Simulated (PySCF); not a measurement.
C$_{4}$H$_{12}$Si$_{3}$ (SMILES [SiH3]/C=C/[SiH2][SiH]1CC1)

```xyz
19

Si   -4.1238   -0.8864   -0.4888
C    -2.5553   -0.1610    0.2547
C    -1.5164    0.3049   -0.4346
Si    0.0655    1.0088    0.2997
Si    1.8114   -0.0964   -0.6972
C     3.3690   -0.5158    0.2910
C     3.5437    0.6638   -0.6591
H    -5.2535    0.0092   -0.2235
H    -4.3798   -2.1893    0.1311
H    -3.9434   -1.0439   -1.9329
H    -2.4993   -0.1253    1.3379
H    -1.5711    0.2697   -1.5183
H     0.0887    2.4565    0.0282
H     0.0114    0.8519    1.7605
H     1.6514   -0.9928   -1.8444
H     3.9467   -1.3983    0.0578
H     3.4161   -0.2834    1.3458
H     3.6969    1.6269   -0.1923
H     4.2317    0.5103   -1.4774
```

Geometry: GFN2-xTB.

Computed with PySCF 2.14.0, CAM-B3LYP/def2-SVPD, SCF density, gas phase.

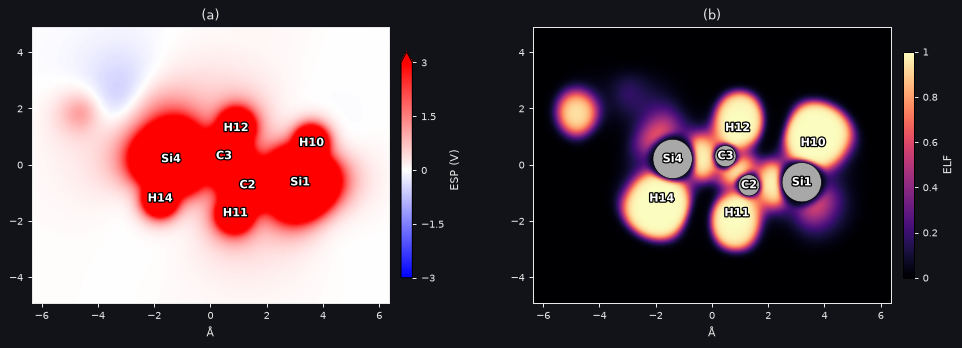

Figure 1. (a) molecular electrostatic potential; (b) ELF on the plane of atoms Si1, C2 and C3. Grey discs cover the atomic cores in the ELF map.

**Read the bonding off the picture.**

Atoms in the plane: Si, C and H.
C–C (1.33 Å): the ELF peaks at about 0.90 between the atoms: a multiple bond.
C–Si (1.88 Å): the ELF peaks at about 1 between the atoms: localised, covalent bonding.
C–H (1.09 Å): the ELF climbs to about 1 towards the hydrogen, as it does in any bond to H (a covalent bond by its length).
Si–H (1.46 Å): the ELF climbs to about 1 towards the hydrogen.
Outside the dense part of the molecule the potential is most negative (−0.5 V) near C7, which lies off the plane.

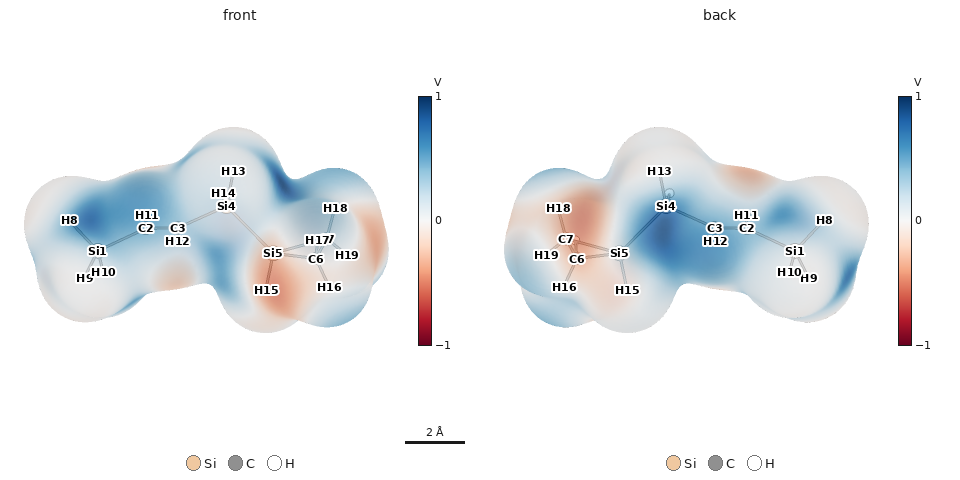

Figure 2. The electrostatic potential painted on the density surface at 0.001 e/bohr³, seen from the front and from behind; the colour scale runs from red (negative) to blue (positive).

**Where is the surface potential most negative and most positive?**

The most negative region (about −0.5 V) lies over C6 and C7, the most positive (about +0.9 V) over Si4 and Si5.

**How polar is the molecule by this calculation?**

Its dipole moment is 0.26 D.
